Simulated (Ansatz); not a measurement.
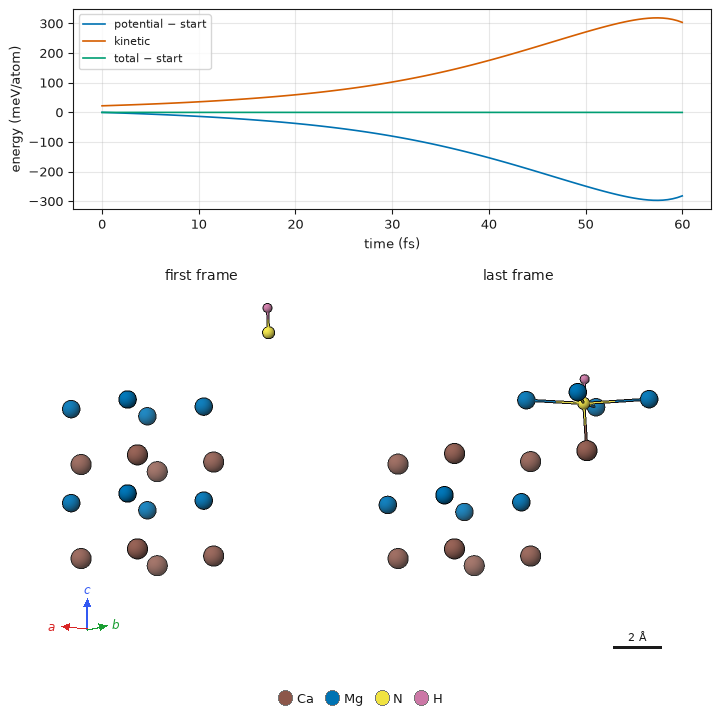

First-principles dynamics of NH on CaMg(001) (18 atoms in the cell), 60 fs long. Style: ball-and-stick. Shown: the simulation cell, with the vacuum cut short, from a free direction. Bonds to atoms that aren't drawn are left out.

These are results of Ansatz, DFT r2SCAN, scalar-relativistic, plane waves, PAW, not measurements. Run with plane-wave cutoff 500 eV; k-point mesh 2 × 2 × 1; Fermi-Dirac smearing 0.05 eV; low-accuracy preset; 4 atoms held fixed; constant energy (NVE); time step 0.5 fs; at the start 2 atoms move with typed velocities and the others are at rest.

Input
```yaml
accuracy: low
crystal:
  lattice:
    - [7.932276, 0.0, 0.0]
    - [0.0, 7.932276, 0.0]
    - [0.0, 0.0, 20.949207]
  atoms:
    - { symbol: Ca, position: [0.0, 0.0, 0.0477345] }
    - { symbol: Mg, position: [0.25, 0.25, 0.1423953] }
    - { symbol: Ca, position: [0.0, 0.0, 0.2370561] }
    - { symbol: Mg, position: [0.25, 0.25, 0.3317169] }
    - { symbol: Ca, position: [0.0, 0.5, 0.0477345] }
    - { symbol: Mg, position: [0.25, 0.75, 0.1423953] }
    - { symbol: Ca, position: [0.0, 0.5, 0.2370561] }
    - { symbol: Mg, position: [0.25, 0.75, 0.3317169] }
    - { symbol: Ca, position: [0.5, 0.0, 0.0477345] }
    - { symbol: Mg, position: [0.75, 0.25, 0.1423953] }
    - { symbol: Ca, position: [0.5, 0.0, 0.2370561] }
    - { symbol: Mg, position: [0.75, 0.25, 0.3317169] }
    - { symbol: Ca, position: [0.5, 0.5, 0.0477345] }
    - { symbol: Mg, position: [0.75, 0.75, 0.1423953] }
    - { symbol: Ca, position: [0.5, 0.5, 0.2370561] }
    - { symbol: Mg, position: [0.75, 0.75, 0.3317169] }
    - { symbol: "N", position: [0.0014155, -0.0108893, 0.4784639] }
    - { symbol: H, position: [0.0127849, -0.0054425, 0.5276304] }
basis:
  ecutwfc: 500.0
kpoints:
  mp_grid: { grid: [2, 2, 1] }
hamiltonian:
  xc: r2scan
scf:
  occupations: { method: fermi_dirac, width: 0.05 }
  lower_state_search: "off"
md:
  timestep: 0.5
  n_steps: 120
  ensemble: nve
  initial_velocities: zero
  seed: 53322
  initial_site_velocities:
    - { site: 16, velocity: [0.0, 0.0, -0.022673] }
    - { site: 17, velocity: [0.0, 0.0, -0.022673] }
  constraints: [{ sites: [0, 4, 8, 12] }]
```

Launched with:
```bash
ansatz run input.yaml --threads 4 --pin off --max-ram 10240MiB --backend cpu --events-out ev --progress --plain --runs-dir out
```

Is this trajectory numerically sound?

Answer. The total energy stays between −0.14 and 0.0041 meV per atom of its start. A straight-line fit has a slope that amounts to −0.049 meV per atom over 60 fs (under 0.1 % of the mean kinetic energy), its mean offset in the second half is under 0.1 %, and the ripple about the line is under 0.1 % of the kinetic energy's fluctuation. With a drift under 2 % and a ripple under 7 %, the integration is accurate. Over the second half the temperature averages 2194 K (spread ±721 K). It is well above the start because potential energy is released as heat. The potential energy is still drifting at the end, so the run hasn't reached equilibrium. The potential energy in the second half lies on average 198 meV per atom below the first frame.

Limits of the set-up: the k-point mesh is coarse for a cell with partly filled bands; the program's low-accuracy preset was used; the periodic images lie only 7.9 Å apart, so the values are limited by the cell's size.

The run took 27 min on 4 threads of AMD EPYC 7R13 Processor (Zen 3), on a shared host, peak memory 4.3 GiB.
